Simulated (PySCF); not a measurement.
**C6H18N2Si (SMILES CCCN(C)[SiH2]N(C)C): density, localisation and related maps**

| atom | x (Å) | y (Å) | z (Å) |
| --- | --- | --- | --- |
| C | 2.6331 | 1.0955 | -0.0015 |
| C | 2.8373 | -0.4008 | 0.1600 |
| C | 1.6781 | -1.1057 | 0.8637 |
| N | 0.3880 | -0.9119 | 0.2379 |
| C | 0.2571 | -1.4348 | -1.1001 |
| Si | -1.0408 | -0.5367 | 1.1481 |
| N | -2.0657 | 0.4898 | 0.2015 |
| C | -1.5621 | 1.7094 | -0.3759 |
| C | -3.4950 | 0.3435 | 0.1304 |
| H | 3.5071 | 1.5752 | -0.4672 |
| H | 1.7575 | 1.3085 | -0.6332 |
| H | 2.4609 | 1.5831 | 0.9718 |
| H | 3.7522 | -0.6005 | 0.7431 |
| H | 3.0125 | -0.8625 | -0.8269 |
| H | 1.6133 | -0.7306 | 1.8992 |
| H | 1.9187 | -2.1870 | 0.9411 |
| H | 0.4889 | -2.5176 | -1.1547 |
| H | 0.9211 | -0.9188 | -1.8170 |
| H | -0.7738 | -1.2893 | -1.4567 |
| H | -0.5143 | 0.0496 | 2.4242 |
| H | -1.9261 | -1.7011 | 1.4861 |
| H | -0.4637 | 1.7306 | -0.3222 |
| H | -1.8436 | 1.7954 | -1.4430 |
| H | -1.9458 | 2.6134 | 0.1384 |
| H | -4.0335 | 1.1380 | 0.6852 |
| H | -3.8499 | 0.3831 | -0.9177 |
| H | -3.8056 | -0.6242 | 0.5512 |

Geometry: PBE0-D3(BJ)/def2-SVP.

Method: PBE0/pcSseg-1, SCF density, gas phase, non-relativistic in PySCF 2.14.0.

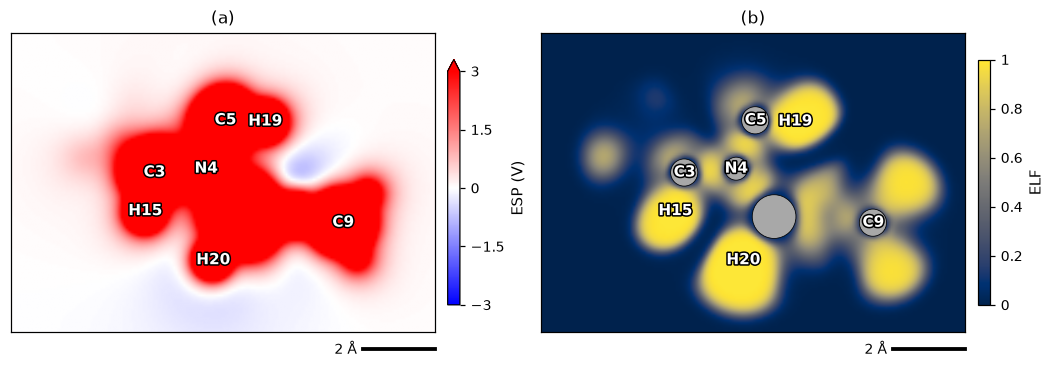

Figure 1. (a) electrostatic potential; (b) ELF on the plane of atoms N4, C5 and H19. Grey discs cover the atomic cores in the ELF map.

Q: What do the fields say about this system?

A: The plane passes through C, N and H nuclei. C–N (1.45 Å): the ELF peaks at about 0.90 between the atoms; a shared electron pair. C–H (1.10 Å): the ELF climbs to about 1 towards the hydrogen, as it does in any bond to H: an ordinary covalent bond to hydrogen. Outside the dense part of the molecule the potential is most negative (−0.7 V) near N7, which lies off the plane.

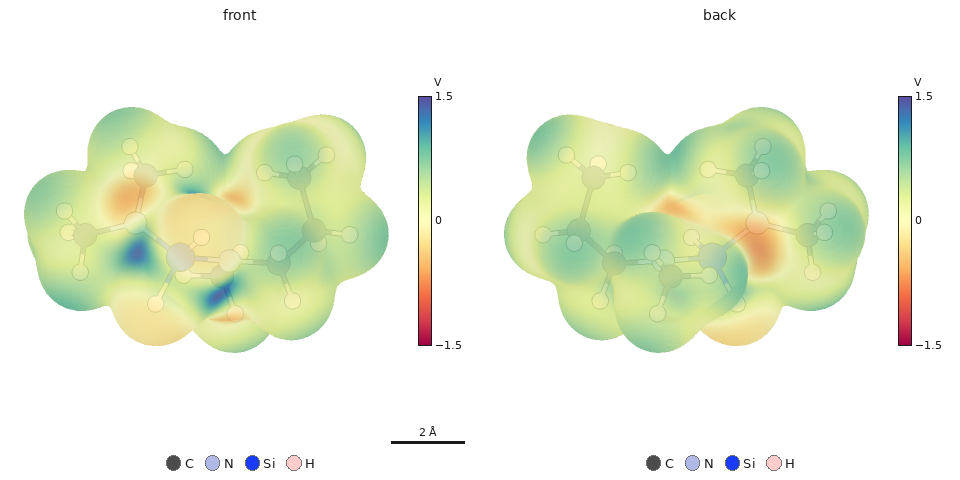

Figure 2. The molecular electrostatic potential painted on the density surface at 0.004 e/bohr³, seen from the front and from behind; red is negative and blue positive.

Q: Which sites attract a positive test charge, and which a negative one?

A: A positive charge is drawn to the negative regions and a negative charge to the positive ones. The most negative region (about −0.6 V) lies over N7, the most positive (about +1.1 V) over Si6.
